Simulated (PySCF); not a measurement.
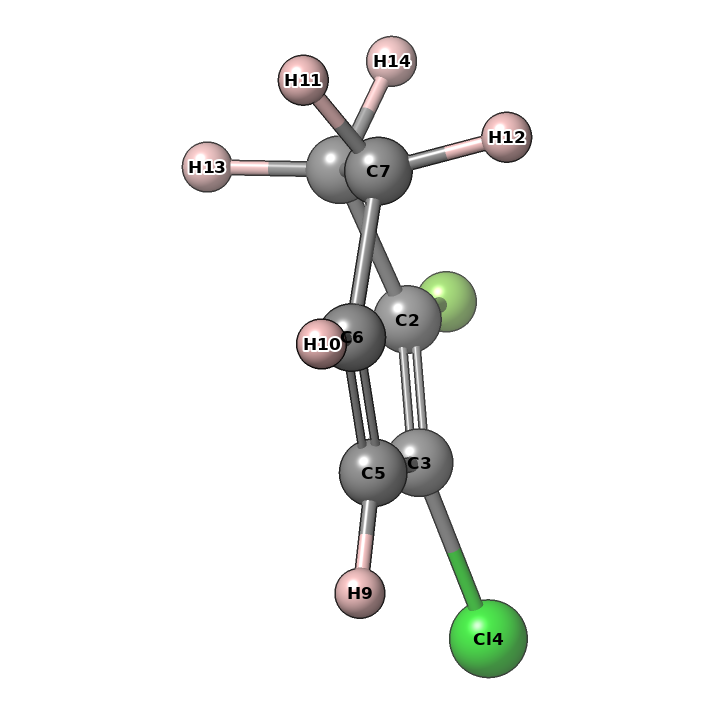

C3 lies behind C5. The molecule seen a little off the C5–C3 bond, C5 in front. Atoms fade into the background with distance from the viewer. Computed geometry: GFN2-xTB optimisation. No frequency run is at hand to confirm it as a minimum.

What is the torsion angle C6–C5–C3–Cl4? The sign is positive where the front bond must turn clockwise to cover the back bond.

Answer. 166°, antiperiplanar (anti).
